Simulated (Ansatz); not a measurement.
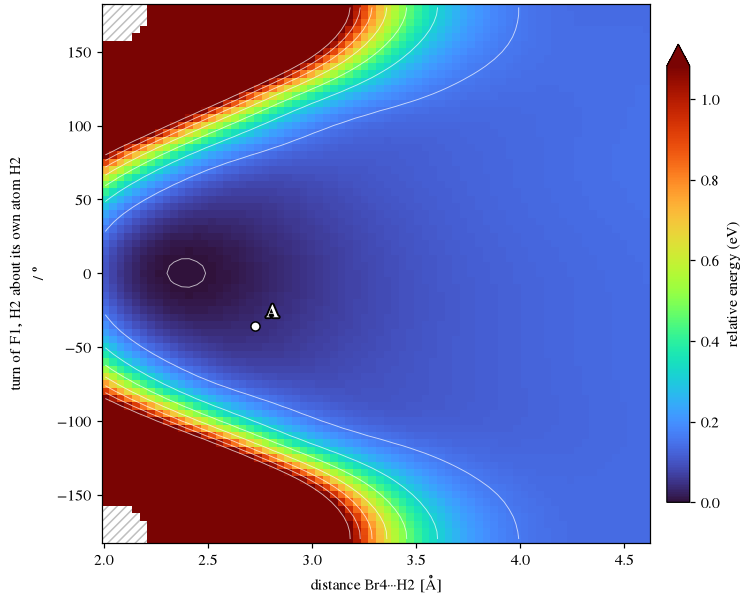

The pair FH···Br₂. The turn is about an axis along (−0.93, 0.36, 0.01) in the frame of the relaxed pair, normal to the line between the partners. The first coordinate is: distance Br4···H2; the second: turn of F1, H2 about its own atom H2. Grid: 11 × 10 points. At 2 points there is no value (left out of the scan, as a rule where atoms come close). Points are written as (first, second). Energies are in eV, from the lowest grid point. Level of theory: RKS PBE-D4/def2-SVPD in Ansatz 0.2.0.

Drawn: a smooth colour map with a few white contour lines, one colour for all values above the top of the scale, hatched blanks where no value was computed, the point A. Between grid points the surface is interpolated.

Q: Which way does the force act at A, and how strong is it?

A: A, at (2.728 Å, −36°), is not a stationary point. The computed force is 0.064 eV for each Å towards smaller values of distance Br4···H2 and 0.00097 eV for each degree towards larger values of the second coordinate.
